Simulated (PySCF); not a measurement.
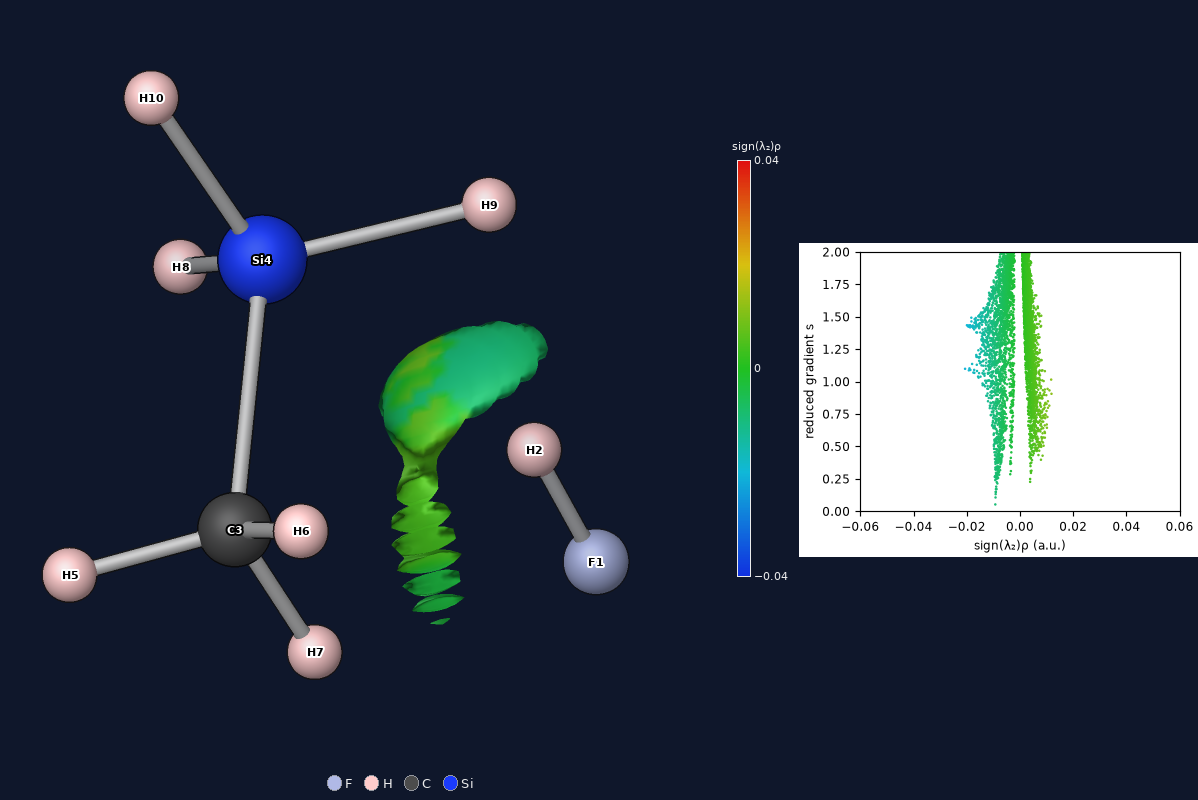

*CH7FSi, SMILES `F.C[SiH3]`. Non-covalent interaction surfaces between the fragments (reduced density gradient s = 0.5, coloured by sign(λ₂)ρ in a.u.; trimmed to the region between the fragments where ρ is under 0.06 a.u.). Fragment A: HF (atoms 1–2); fragment B: SiH6C. The plot gives s against sign(λ₂)ρ for grid points between the fragments.*

Method: PBE0/def2-SVPD; geometry: GFN2-xTB; program: PySCF.

Coordinates in Å:

```
F1      -2.5088    0.0354   -0.0093
H2      -1.6771   -0.3725    0.1170
C3       0.9409    1.2520    0.0015
Si4      0.9330   -0.6416   -0.0040
H5       1.5473    1.6399   -0.8123
H6       1.3513    1.6415    0.9292
H7      -0.0576    1.6665   -0.1129
H8       0.3143   -1.1269   -1.2447
H9       0.1094   -1.1165    1.1257
H10      2.2836   -1.1799    0.1284
```

**Interpret the surfaces between the fragments.**

Bond critical points between the fragments: H2···H9, H···H contact, 2.18 Å, ρ = 0.009 a.u. It is weak and appears green (van der Waals range). The pose is a local one from a semi-empirical search, not shown to be the most stable.

**How strongly are they bound?**

The counterpoise-corrected interaction energy of the frozen fragments is −0.5 kcal/mol without dispersion correction and −1.1 kcal/mol with D3(BJ). The pair geometry is semi-empirical, not a minimum at this level.
